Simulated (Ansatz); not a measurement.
# BLYP/def2-SVP (core potential) run of CH6SiTe (SMILES C[SiH2][TeH])

Aim: the vertical singlet–triplet gap of CH6SiTe at BLYP/def2-SVP (core potential), from 2 runs. 

The results are computed with Ansatz 0.2.0.

55 further runs of the same task are left out: 55 set aside as unsound or not needed. Runs told in other sessions of the task aren't counted.

### 1 The structure to begin with

CH6SiTe: 9 atoms, total charge 0, spin state singlet. As SMILES, `C[SiH2][TeH]`. Geometry: relaxed at PBE0-D4/def2-TZVP. This is one conformer, not always the lowest.

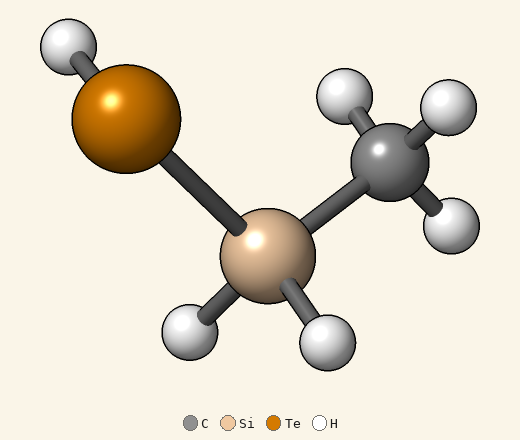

Viewed from a chosen angle; carbon grey, silicon light orange, tellurium orange, hydrogen white.

### 2 The energy at BLYP/def2-SVP (core potential)

Input file input.yaml:

```yaml
crystal:
  periodic: [false, false, false]
  atoms:
    - {symbol: C, position_ang: [-0.793600, 0.726300, -0.609100]}
    - {symbol: Si, position_ang: [0.377700, -0.686600, -0.266400]}
    - {symbol: Te, position_ang: [1.980400, -0.179800, 1.584400]}
    - {symbol: H, position_ang: [-1.456300, 0.475200, -1.442000]}
    - {symbol: H, position_ang: [-0.240000, 1.632000, -0.862400]}
    - {symbol: H, position_ang: [-1.409800, 0.936300, 0.267700]}
    - {symbol: H, position_ang: [1.262200, -0.952200, -1.431600]}
    - {symbol: H, position_ang: [-0.380500, -1.924300, 0.053300]}
    - {symbol: H, position_ang: [0.748200, -0.073200, 2.689000]}
basis:
  gaussian:
    orbitals: def2-SVP
hamiltonian:
  xc: {name: BLYP}
accuracy: high
output: {orbitals: {seedname: orbitals}}
```

Launch:

```sh
ansatz run input.yaml --threads 1 --pin off --max-ram 2610MiB --events-out events.jsonl --progress --plain --runs-dir runs
```

The log of the run:

```text
Warning: RAYON_NUM_THREADS=1 ignored (pool sized by the plan → 1); use --threads N
Functional definition: BLYP
  name "BLYP"
  parameter beta = 0.0042
  parameter a = 0.04918
  parameter b = 0.132
  parameter c = 0.2533
  parameter d = 0.349
  exchange = b88_x(beta = beta)
  correlation = lyp_c(a = a, b = b, c = c, d = d)
2131 factors; integrals over basis functions are off by at most 3.5e-9 eV
mean field evaluation 1: about -16292.6578 eV, gradient 5.4e1 eV
mean field evaluation 2: about -16280.4782 eV, gradient 7.9e1 eV
mean field evaluation 4: about -16300.1076 eV, gradient 4.7e0 eV
mean field evaluation 8: about -16300.1730 eV, gradient 5.8e-2 eV
mean field evaluation 16: about -16300.1730 eV, gradient 3.7e-5 eV
mean field -16300.17296519 eV, -599.0203078168 hartree, gradient 3.6e-8 eV, S^2 0.000000; 0 other end points of the search recorded, 0 dependent functions left out
reference -16300.17302206 eV, -599.0203099067 hartree; 25, 25 occupied and 63, 63 virtual orbitals, 2131 factors
Total energy: -16300.17302206 eV, -599.0203099067 hartree
```

It took 7.5 s on 1 thread of Arm Neoverse V1, shared host; peak memory 0.23 GiB.

### 3 The triplet at the same level

Input file run.yaml:

```yaml
crystal:
  periodic: [false, false, false]
  atoms:
    - {symbol: C, position_ang: [-0.793600, 0.726300, -0.609100]}
    - {symbol: Si, position_ang: [0.377700, -0.686600, -0.266400]}
    - {symbol: Te, position_ang: [1.980400, -0.179800, 1.584400]}
    - {symbol: H, position_ang: [-1.456300, 0.475200, -1.442000]}
    - {symbol: H, position_ang: [-0.240000, 1.632000, -0.862400]}
    - {symbol: H, position_ang: [-1.409800, 0.936300, 0.267700]}
    - {symbol: H, position_ang: [1.262200, -0.952200, -1.431600]}
    - {symbol: H, position_ang: [-0.380500, -1.924300, 0.053300]}
    - {symbol: H, position_ang: [0.748200, -0.073200, 2.689000]}
basis:
  gaussian:
    orbitals: def2-SVP
magnetization:
  spin_polarized: true
  initial_magnetization: 2
accuracy: high
hamiltonian:
  xc: {name: BLYP}
output:
  orbitals: {seedname: orbitals}
```

Launch:

```sh
ansatz run run.yaml --threads 1 --pin off --max-ram 2610MiB --events-out events.jsonl --progress --plain --runs-dir runs
```

The log of the run, shortened:

```text
Warning: RAYON_NUM_THREADS=1 ignored (pool sized by the plan → 1); use --threads N
[... 9 set-up lines as earlier in the session ...]
2131 factors; integrals over basis functions are off by at most 3.5e-9 eV
mean field evaluation 1: about -16287.3658 eV, gradient 4.0e1 eV
mean field evaluation 2: about -16255.7623 eV, gradient 7.0e1 eV
mean field evaluation 4: about -16295.2558 eV, gradient 9.8e0 eV
mean field evaluation 8: about -16296.1149 eV, gradient 4.4e-1 eV
mean field evaluation 16: about -16296.1061 eV, gradient 4.9e-4 eV
mean field evaluation 32: about -16293.6747 eV, gradient 4.8e0 eV
mean field -16296.10613977 eV, -598.8708547391 hartree, gradient 4.2e-8 eV, S^2 2.002176; 4 other end points of the search recorded, 0 dependent functions left out
reference -16296.10619799 eV, -598.8708568785 hartree; 26, 24 occupied and 62, 64 virtual orbitals, 2131 factors
Total energy: -16296.10619799 eV, -598.8708568785 hartree
```

Run time: 14 s. Hardware: 1 thread of Arm Neoverse V1, shared host; peak memory 0.3 GiB.

### 4 Outcome

At BLYP/def2-SVP (core potential):

| quantity | value |
| --- | --- |
| singlet: total energy | -599.02031 Eh |
| singlet: HOMO energy | -5.02 eV |
| singlet: LUMO energy | -0.98 eV |
| singlet: HOMO–LUMO gap | 4.04 eV |
| triplet: total energy | -598.87086 Eh |
| triplet: HOMO energy (highest over α and β) | -1.31 eV |
| triplet: ⟨S²⟩ | 2.002 |
| vertical energy of the triplet above the singlet | 4.067 eV |

What this shows: At this shape the triplet lies 4.07 eV (94 kcal/mol) above the singlet.
